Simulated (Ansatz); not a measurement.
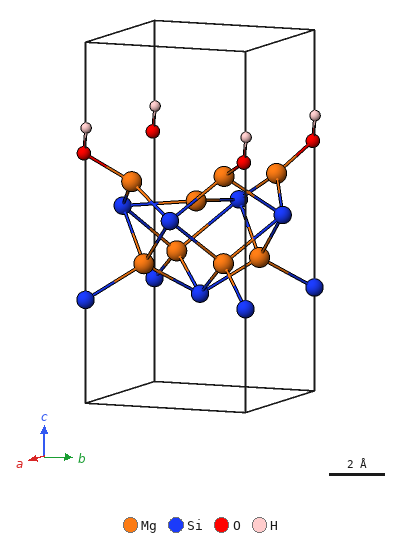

Fig. 1: The starting structure (ball-and-stick view of the cell of the calculation, with the vacuum cut short, seen slightly off an axis). An atom can appear more than once, as a periodic image.

Run report: Mg₈Si₄HO, nudged elastic band (part 1 of 2)

The run: nudged elastic band of Mg₈Si₄HO (slab, 14 atoms in the cell). Method and program: DFT PBEsol, scalar-relativistic, plane waves, PAW, no spin polarisation (Ansatz 0.2.0).

The structure derives from an entry of the Crystallography Open Database. One setting was made poor on purpose. The input holds or restrains some coordinates. It belongs to a series of runs on one base structure; here: band between the two ends.

## The input
```yaml
crystal:
  lattice:
    - [6.391, 0.0, 0.0]
    - [0.0, 6.391, 0.0]
    - [0.0, 0.0, 15.79325]
  atoms:
    - { symbol: Mg, position: [0.23157506, 0.86316705, 0.3394414] }
    - { symbol: Mg, position: [0.4588871, 0.45829887, 0.27791869] }
    - { symbol: Si, position: [0.0, 0.0, 0.0633182] }
    - { symbol: Mg, position: [0.2431168, 0.24397099, 0.1448658] }
    - { symbol: Mg, position: [0.2673298, 0.77171837, 0.14235796] }
    - { symbol: Si, position: [0.03604239, 0.54295543, 0.26177045] }
    - { symbol: Mg, position: [0.75822912, 0.75790214, 0.15245084] }
    - { symbol: Mg, position: [0.77057384, 0.26624481, 0.14213599] }
    - { symbol: Si, position: [0.5423358, 0.03526605, 0.26163942] }
    - { symbol: Mg, position: [0.86453473, 0.23024257, 0.33860243] }
    - { symbol: Mg, position: [0.76492271, 0.76457663, 0.35754823] }
    - { symbol: Si, position: [0.5, 0.5, 0.0633182] }
    - { symbol: O, position: [-0.01643899, 0.98268192, 0.40590117] }
    - { symbol: H, position: [0.00199391, 1.00477438, 0.46661482] }
basis:
  ecutwfc: 420.0
kpoints:
  mp_grid: { grid: [3, 3, 1] }
hamiltonian:
  xc: pbesol
scf:
  occupations: { method: gaussian, width: 0.1 }
  lower_state_search: "off"
  max_iter: 86
neb:
  images: 4
  f_tol: 0.05
  max_iterations: 50
  order_check: false
  climbing: false
  constraints: [{ sites: [2, 11] }]
  final_atoms:
    - { symbol: Mg, position: [0.22913034, 0.75685242, 0.35512218] }
    - { symbol: Mg, position: [0.09171332, 0.17884573, 0.32798231] }
    - { symbol: Si, position: [0.0, 0.0, 0.06331819] }
    - { symbol: Mg, position: [0.23704831, 0.26338062, 0.14196108] }
    - { symbol: Mg, position: [0.24572357, 0.75279501, 0.15089402] }
    - { symbol: Si, position: [-0.02804605, 0.51995204, 0.25347121] }
    - { symbol: Mg, position: [0.73381891, 0.76566425, 0.14633804] }
    - { symbol: Mg, position: [0.75222279, 0.24513277, 0.14324569] }
    - { symbol: Si, position: [0.47331965, 0.0275357, 0.25649302] }
    - { symbol: Mg, position: [0.53705505, 0.44135077, 0.28061834] }
    - { symbol: Mg, position: [0.7562478, 0.82391655, 0.35107876] }
    - { symbol: Si, position: [0.5, 0.5, 0.06331819] }
    - { symbol: O, position: [0.01046335, 0.94144391, 0.3915804] }
    - { symbol: H, position: [-0.50383055, 0.61361518, 0.38224417] }
```

Machine: 2 threads of AMD EPYC (Zen 5), 16 GiB of memory available, shared host.

Launched with:
```bash
ansatz run input.yaml --threads 2 --pin off --max-ram 5120MiB --backend cpu --events-out ev --progress --plain --runs-dir out
```

## Output
```
Warning: neb: disabling space-group detection — the band's intermediate images generally break the endpoint symmetry, so no spatial operation reduces the k-mesh or symmetrises the density, except that a semilocal band can use its path's symmetry ahead of convergence; time reversal is kept, so that k and −k are solved as one point where they differ and the mesh holds both, and exact exchange and, on two spinor components, a DFT+U term hold to it where the run has them: on two components no moment then forms, and a state that bears one, which a typed moment (crystal.atoms[].spin; refused beside efield: under a hybrid functional) reaches, can lie lower, under hf by electronvolts; crystal.symmetry.detect: false (a key that needs symmetry detection or time reversal refuses this as the deck is read) with time_reversal: false beside it drops time reversal too
Warning: between the path's two end points as given, atom 13 moves 4.298 Å, but a periodic copy of its final position lies 4.243 Å from its initial position (atoms with a nearer copy: 1). The path is placed between the positions as given. If the final geometry was wrapped back into the cell, it goes the long way round and its barrier is wrong: give each position of final_atoms that was wrapped, be it another atom's, in the copy that is meant, in a crystal or on a slab the one nearest to the atom's initial position, of atoms alone in their cell the one beside the others as in crystal.atoms, all in one place with crystal.atoms. If the atom really moves that far, or all atoms stand shifted by as much, ignore this warning
Engine: ansatz 0.2.0, x86_64-unknown-linux-gnu
Pseudopotentials: kind: paw
Pseudopotential: Mg, paw, valence charge 10, recommended cutoff 420 eV (normal), Mg.paw.azcp
Pseudopotential: Si, paw, valence charge 4, recommended cutoff 420 eV (normal), Si.paw.azcp
Pseudopotential: O, paw, valence charge 6, recommended cutoff 420 eV (normal), O.paw.azcp
Pseudopotential: H, paw, valence charge 1, recommended cutoff 420 eV (normal), H.paw.azcp
Functional definition: PBEsol
  exchange = pbesol_x
  correlation = pbesol_c
parallel-image band execution: 2 concurrent image workers
NEB image 0
Crystal: 14 atoms, lattice volume = 645.073 Å³
Basis set: ecut = 420 eV, 12617 PW (Γ), exchange–correlation on 90×90×216 points (8 copies of the dense FFT grid, shifted against one another)
Bands: 66, of which v1, the nominal top of the filled ones, is band 52 counted from 1 (51 counted from 0)
Symmetry: 1 space group operations
k-points: 5 of 9 (time reversal used)
Non-local potential: Mg, projectors of the file, l = 0: 3, l = 1: 2, l = 2: 1
Non-local potential: Si, projectors of the file, l = 0: 2, l = 1: 2, l = 2: 2
Non-local potential: O, projectors of the file, l = 0: 2, l = 1: 2, l = 2: 1
Non-local potential: H, projectors of the file, l = 0: 2, l = 1: 1
PAW form: soft (Blöchl's): semilocal exchange-correlation on the pseudo side does not see the compensation charge
PAW frozen core: Mg, regenerated for the run's functional, and the local potential with it (the file was generated under x = pbe(κ = 0.804, μ = 0.2195149727645171), c = pbe(β = 0.06672455060314922))
PAW frozen core: Si, regenerated for the run's functional, and the local potential with it (the file was generated under x = pbe(κ = 0.804, μ = 0.2195149727645171), c = pbe(β = 0.06672455060314922))
PAW frozen core: O, regenerated for the run's functional, and the local potential with it (the file was generated under x = pbe(κ = 0.804, μ = 0.2195149727645171), c = pbe(β = 0.06672455060314922))
PAW one-centre angular grid: Mg, 110 points (default); XC on 64 Gauss nodes
PAW one-centre angular grid: Si, 110 points (default); XC on 64 Gauss nodes
PAW one-centre angular grid: O, 110 points (default); XC on 64 Gauss nodes
PAW one-centre angular grid: H, 110 points (default); XC on 64 Gauss nodes
Initial density: superposition of atomic densities (neutral atoms: chi_scale 0, normalization atom), corrected by the library's trained network
Initial wavefunctions: pseudopotential atomic-orbital guess
Functional: x = pbesol(κ = 0.804, μ = 0.12345679012345678), c = pbesol(β = 0.046)
SCF iter   1: F=—  HF=-18356.274312 eV  |F-HF|=—  |Δ(HF+E_count)|=         —  Δρ=7.21e-3  dr2=4.97e0  ethr=1.77e-3  ⟨swp⟩=14.2  Hψ=1819  notcnv=0  defer=4
preconditioner: auto → LDOS  [metal: Δε(μ)=0.095 eV  Ē_g=6.501 eV  σ=0.100 eV  W_gap=0.48  n_scr=86 (ndim 8)  ℏωp=8.9 eV  f_vac=0.496  D(μ)=7.73/eV (n_scr^D=38)  β→1.0]
SCF iter   2: F=—  HF=-18355.950499 eV  |F-HF|=—  |Δ(HF+E_count)|=   3.24e-1  Δρ=5.18e-3  dr2=5.60e-1  ethr=1.77e-3  ⟨swp⟩=3.0  Hψ=521  notcnv=0  defer=41
SCF iter   3: F=—  HF=-18355.862217 eV  |F-HF|=—  |Δ(HF+E_count)|=   8.83e-2  Δρ=2.42e-3  dr2=1.36e-1  ethr=5.43e-4  ⟨swp⟩=2.8  Hψ=518  notcnv=0  defer=41
SCF iter   4: F=—  HF=-18355.850362 eV  |F-HF|=—  |Δ(HF+E_count)|=   1.19e-2  Δρ=1.34e-3  dr2=1.94e-2  ethr=1.32e-4  ⟨swp⟩=2.0  Hψ=402  notcnv=0  defer=41
SCF iter   5: F=—  HF=-18355.847572 eV  |F-HF|=—  |Δ(HF+E_count)|=   2.79e-3  Δρ=3.06e-4  dr2=1.42e-3  ethr=1.89e-5  ⟨swp⟩=2.0  Hψ=420  notcnv=0  defer=41
SCF iter   6: F=—  HF=-18355.847474 eV  |F-HF|=—  |Δ(HF+E_count)|=   9.88e-5  Δρ=1.19e-4  dr2=2.21e-4  ethr=1.38e-6  ⟨swp⟩=2.0  Hψ=386  notcnv=0  defer=41
SCF iter   7: F=—  HF=-18355.847474 eV  |F-HF|=—  |Δ(HF+E_count)|=   1.44e-7  Δρ=4.63e-5  dr2=3.89e-5  ethr=2.14e-7  ⟨swp⟩=2.0  Hψ=346  notcnv=0  defer=41
SCF iter   8: F=—  HF=-18355.847475 eV  |F-HF|=—  |Δ(HF+E_count)|=   1.16e-6  Δρ=1.55e-5  dr2=3.69e-6  ethr=3.77e-8  ⟨swp⟩=2.0  Hψ=386  notcnv=0  defer=41
SCF iter   9: F=—  HF=-18355.847474 eV  |F-HF|=—  |Δ(HF+E_count)|=   3.63e-7  Δρ=5.15e-6  dr2=3.35e-7  ethr=3.58e-9  ⟨swp⟩=2.0  Hψ=383  notcnv=0  defer=41
SCF iter  10: F=-18355.847474 eV  HF=-18355.847474 eV  |F-HF|=2.73e-10  |Δ(HF+E_count)|=   1.74e-8  Δρ=1.77e-6  dr2=3.34e-8  ethr=9.71e-11  ⟨swp⟩=5.0  Hψ=1031  notcnv=0
SCF 1 converged in 10 iterations: F = -18355.847474 eV  dr2 = 3.34e-8
  greatest PAW one-centre occupation: 1.000 electrons in one spin orbital (limit 2), on the Mg atom at site 7 (counted from 0), in its partial waves of l = 0
NSCF: frozen V_eff on 5 k-points
NEB image 5
SCF iter   1: F=—  HF=-18356.442432 eV  |F-HF|=—  |Δ(HF+E_count)|=         —  Δρ=4.87e-3  dr2=8.47e-1  ethr=1.77e-3  ⟨swp⟩=13.0  Hψ=1779  notcnv=0  defer=7
preconditioner: auto → LDOS  [insulator: Δε(μ)=0.149 eV  Ē_g=6.229 eV  σ=0.100 eV  W_gap=0.67  n_scr=86 (ndim 8)  ℏωp=8.9 eV  f_vac=0.513  D(μ)=4.97/eV (n_scr^D=16)  ε∞_Penn≈3.0  β→1.0]
SCF iter   2: F=—  HF=-18356.356559 eV  |F-HF|=—  |Δ(HF+E_count)|=   8.59e-2  Δρ=3.06e-3  dr2=8.38e-2  ethr=8.22e-4  ⟨swp⟩=2.6  Hψ=491  notcnv=0  defer=34
SCF iter   3: F=—  HF=-18356.343936 eV  |F-HF|=—  |Δ(HF+E_count)|=   1.26e-2  Δρ=1.02e-3  dr2=1.70e-2  ethr=8.13e-5  ⟨swp⟩=2.0  Hψ=428  notcnv=0  defer=34
SCF iter   4: F=—  HF=-18356.342015 eV  |F-HF|=—  |Δ(HF+E_count)|=   1.92e-3  Δρ=2.27e-4  dr2=2.25e-3  ethr=1.65e-5  ⟨swp⟩=2.0  Hψ=382  notcnv=0  defer=34
SCF iter   5: F=—  HF=-18356.341803 eV  |F-HF|=—  |Δ(HF+E_count)|=   2.12e-4  Δρ=1.16e-4  dr2=2.04e-4  ethr=2.19e-6  ⟨swp⟩=2.0  Hψ=353  notcnv=0  defer=34
SCF iter   6: F=—  HF=-18356.341785 eV  |F-HF|=—  |Δ(HF+E_count)|=   1.74e-5  Δρ=4.94e-5  dr2=6.08e-5  ethr=1.98e-7  ⟨swp⟩=2.0  Hψ=395  notcnv=0  defer=34
SCF iter   7: F=—  HF=-18356.341773 eV  |F-HF|=—  |Δ(HF+E_count)|=   1.20e-5  Δρ=1.64e-5  dr2=3.56e-6  ethr=5.90e-8  ⟨swp⟩=1.8  Hψ=336  notcnv=0  defer=34
SCF iter   8: F=—  HF=-18356.341774 eV  |F-HF|=—  |Δ(HF+E_count)|=   3.66e-7  Δρ=5.65e-6  dr2=5.26e-7  ethr=3.46e-9  ⟨swp⟩=2.0  Hψ=378  notcnv=0  defer=34
SCF iter   9: F=-18356.341774 eV  HF=-18356.341774 eV  |F-HF|=5.28e-8  |Δ(HF+E_count)|=   1.54e-8  Δρ=2.17e-6  dr2=8.41e-8  ethr=9.71e-11  ⟨swp⟩=5.4  Hψ=1041  notcnv=0
SCF 2 converged in 9 iterations: F = -18356.341774 eV  dr2 = 8.41e-8
[...]
  greatest PAW one-centre occupation: 1.000 electrons in one spin orbital (limit 2), on the Mg atom at site 1 (counted from 0), in its partial waves of l = 0
NSCF: frozen V_eff on 5 k-points
NEB end point (image 0): max|allowed force component| = 2.785e-2 eV/Å (the criterion of neb.relax_end_points is 1.000e-2)
NEB end point (image 5): max|allowed force component| = 2.749e-2 eV/Å (the criterion of neb.relax_end_points is 1.000e-2)
NEB image 1
preconditioner: auto → LDOS  [metal: Δε(μ)=0.072 eV  Ē_g=6.438 eV  σ=0.100 eV  W_gap=0.36  n_scr=86 (ndim 8)  ℏωp=8.9 eV  f_vac=0.498  D(μ)=8.44/eV (n_scr^D=38)  β→1.0]
  greatest PAW one-centre occupation: 1.000 electrons in one spin orbital (limit 2), on the Mg atom at site 3 (counted from 0), in its partial waves of l = 0
NEB image 2
preconditioner: auto → LDOS  [metal: Δε(μ)=0.076 eV  Ē_g=6.065 eV  σ=0.100 eV  W_gap=0.41  n_scr=86 (ndim 8)  ℏωp=8.9 eV  f_vac=0.503  D(μ)=9.80/eV (n_scr^D=56)  β→1.0]
  greatest PAW one-centre occupation: 1.000 electrons in one spin orbital (limit 2), on the Mg atom at site 10 (counted from 0), in its partial waves of l = 1
NEB image 3
preconditioner: auto → LDOS  [metal: Δε(μ)=0.068 eV  Ē_g=5.925 eV  σ=0.100 eV  W_gap=0.35  n_scr=86 (ndim 8)  ℏωp=8.9 eV  f_vac=0.507  D(μ)=10.38/eV (n_scr^D=56)  β→1.0]
  greatest PAW one-centre occupation: 1.003 electrons in one spin orbital (limit 2), on the Mg atom at site 10 (counted from 0), in its partial waves of l = 1
NEB image 4
preconditioner: auto → LDOS  [insulator: Δε(μ)=0.201 eV  Ē_g=6.095 eV  σ=0.100 eV  W_gap=0.80  n_scr=86 (ndim 8)  ℏωp=8.9 eV  f_vac=0.511  D(μ)=4.23/eV (n_scr^D=16)  ε∞_Penn≈3.1  β→1.0]
  greatest PAW one-centre occupation: 1.000 electrons in one spin orbital (limit 2), on the Mg atom at site 10 (counted from 0), in its partial waves of l = 0
NEB iter   1: max|band force component| = 1.851e1 eV/Å  barrier→ = 8.3707 eV  barrier← = 8.8650 eV  Δτ_max = 0.2000 Å  (59 SCF iters)
NEB image 1
Initial density: handed on by an earlier stage of this run
Initial wavefunctions: those handed on with the density
preconditioner: auto → LDOS  [insulator: Δε(μ)=0.102 eV  Ē_g=6.446 eV  σ=0.100 eV  W_gap=0.51  n_scr=86 (ndim 8)  ℏωp=8.9 eV  f_vac=0.495  D(μ)=8.38/eV (n_scr^D=38)  ε∞_Penn≈2.9  β→1.0]
NEB image 2
preconditioner: auto → LDOS  [metal: Δε(μ)=0.039 eV  Ē_g=6.135 eV  σ=0.100 eV  W_gap=0.22  n_scr=86 (ndim 8)  ℏωp=8.9 eV  f_vac=0.499  D(μ)=12.48/eV (n_scr^D=72)  β→1.0]
NEB image 3
preconditioner: auto → LDOS  [metal: Δε(μ)=0.077 eV  Ē_g=6.024 eV  σ=0.100 eV  W_gap=0.41  n_scr=86 (ndim 8)  ℏωp=8.9 eV  f_vac=0.502  D(μ)=10.94/eV (n_scr^D=56)  β→1.0]
  greatest PAW one-centre occupation: 1.001 electrons in one spin orbital (limit 2), on the Mg atom at site 10 (counted from 0), in its partial waves of l = 1
NEB image 4
preconditioner: auto → LDOS  [metal: Δε(μ)=0.090 eV  Ē_g=6.192 eV  σ=0.100 eV  W_gap=0.45  n_scr=86 (ndim 8)  ℏωp=8.9 eV  f_vac=0.505  D(μ)=7.18/eV (n_scr^D=30)  β→1.0]
NEB iter   2: max|band force component| = 8.860e0 eV/Å  barrier→ = 4.2795 eV  barrier← = 4.7738 eV  Δτ_max = 0.2000 Å  (38 SCF iters)
[... from here on the SCF iterations and repeated set-up lines of each step are left out, up to the last step ...]
NEB image 1
NEB image 2
NEB image 3
NEB image 4
NEB iter   3: max|band force component| = 4.084e0 eV/Å  barrier→ = 2.8583 eV  barrier← = 3.3526 eV  Δτ_max = 0.2000 Å  (38 SCF iters)
NEB image 1
NEB image 2
NEB image 3
NEB image 4
NEB iter   4: max|band force component| = 1.779e0 eV/Å  barrier→ = 1.5889 eV  barrier← = 2.0832 eV  Δτ_max = 0.1963 Å  (35 SCF iters)
NEB image 1
NEB image 2
NEB image 3
NEB image 4
NEB iter   5: max|band force component| = 2.601e0 eV/Å  barrier→ = 1.3504 eV  barrier← = 1.8447 eV  Δτ_max = 0.1016 Å  (32 SCF iters)
NEB image 1
NEB image 2
NEB image 3
NEB image 4
NEB iter   6: max|band force component| = 7.951e-1 eV/Å  barrier→ = 1.2440 eV  barrier← = 1.7383 eV  Δτ_max = 0.2000 Å  (33 SCF iters)
NEB image 1
NEB image 2
NEB image 3
NEB image 4
NEB iter   7: max|band force component| = 9.230e-1 eV/Å  barrier→ = 1.1469 eV  barrier← = 1.6412 eV  Δτ_max = 0.0994 Å  (35 SCF iters)
NEB image 1
NEB image 2
NEB image 3
NEB image 4
NEB iter   8: max|band force component| = 3.013e-1 eV/Å  barrier→ = 0.9609 eV  barrier← = 1.4552 eV  Δτ_max = 0.1989 Å  (34 SCF iters)
NEB image 1
NEB image 2
NEB image 3
NEB image 4
NEB iter   9: max|band force component| = 1.453e-1 eV/Å  barrier→ = 0.8568 eV  barrier← = 1.3511 eV  Δτ_max = 0.2000 Å  (34 SCF iters)
NEB image 1
NEB image 2
NEB image 3
NEB image 4
NEB iter  10: max|band force component| = 1.254e-1 eV/Å  barrier→ = 0.8181 eV  barrier← = 1.3124 eV  Δτ_max = 0.1988 Å  (36 SCF iters)
NEB image 1
NEB image 2
NEB image 3
NEB image 4
NEB iter  11: max|band force component| = 9.410e-2 eV/Å  barrier→ = 0.7956 eV  barrier← = 1.2899 eV  Δτ_max = 0.0482 Å  (35 SCF iters)
NEB image 1
preconditioner: auto → LDOS  [insulator: Δε(μ)=0.207 eV  Ē_g=6.401 eV  σ=0.100 eV  W_gap=0.76  n_scr=86 (ndim 8)  ℏωp=8.9 eV  f_vac=0.485  D(μ)=7.70/eV (n_scr^D=38)  ε∞_Penn≈2.9  β→1.0]
NEB image 2
preconditioner: auto → LDOS  [metal: Δε(μ)=0.084 eV  Ē_g=6.329 eV  σ=0.100 eV  W_gap=0.44  n_scr=86 (ndim 8)  ℏωp=8.9 eV  f_vac=0.482  D(μ)=6.15/eV (n_scr^D=26)  β→1.0]
NEB image 3
preconditioner: auto → LDOS  [metal: Δε(μ)=0.091 eV  Ē_g=6.163 eV  σ=0.100 eV  W_gap=0.42  n_scr=86 (ndim 8)  ℏωp=8.9 eV  f_vac=0.489  D(μ)=7.50/eV (n_scr^D=38)  β→1.0]
NEB image 4
preconditioner: auto → LDOS  [metal: Δε(μ)=0.051 eV  Ē_g=6.135 eV  σ=0.100 eV  W_gap=0.27  n_scr=86 (ndim 8)  ℏωp=8.9 eV  f_vac=0.499  D(μ)=8.83/eV (n_scr^D=46)  β→1.0]
NEB image 1
NSCF: frozen V_eff on 5 k-points
NEB image 3
NSCF: frozen V_eff on 5 k-points
NEB image 4
NSCF: frozen V_eff on 5 k-points
NEB image 2
NSCF: frozen V_eff on 5 k-points
the band table was solved once a step of the walk had ended and its energy, with any forces and stress, was formed, with the checks that follow a solve (1619 applications of the Hamiltonian). They found nothing against the state; the energy, forces and stress were not computed again (output.eigenvalues in the input reference)
NEB iter  12: max|band force component| = 3.518e-2 eV/Å  barrier→ = 0.7920 eV  barrier← = 1.2863 eV  Δτ_max = 0.0000 Å  (30 SCF iters)
```

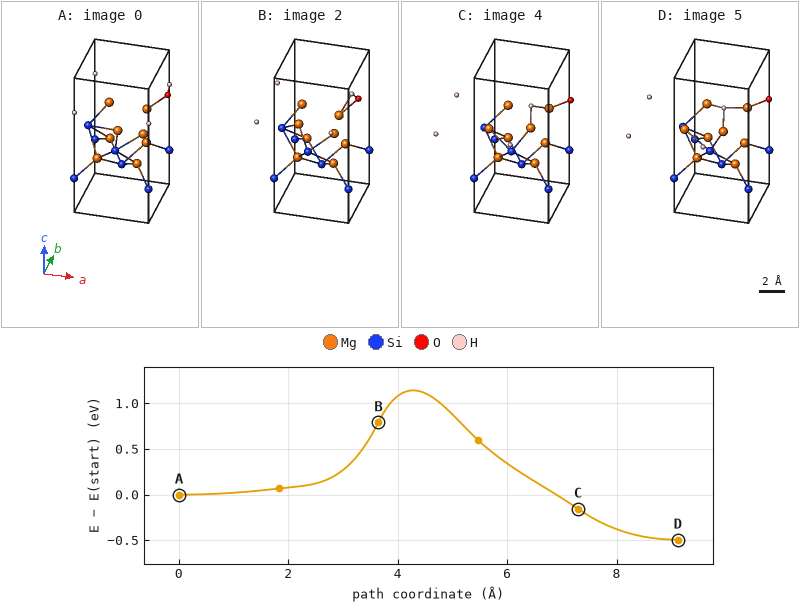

Fig. 2: Images of the last band (counted from 0; ball-and-stick, simulation cell, with the vacuum cut short, seen at an oblique angle) above the energy along the path; the line is a cubic interpolation that uses the forces. The highest image is number 2, 0.792 eV above the start and 1.286 eV above the end; the end lies 0.494 eV below the start. The path is 9.12 Å long, and H14 moves most (4.30 Å). The band converged in 12 iterations. The end points carry forces over 0.1 eV/Å, so they aren't fully relaxed minima and the barriers are approximate.
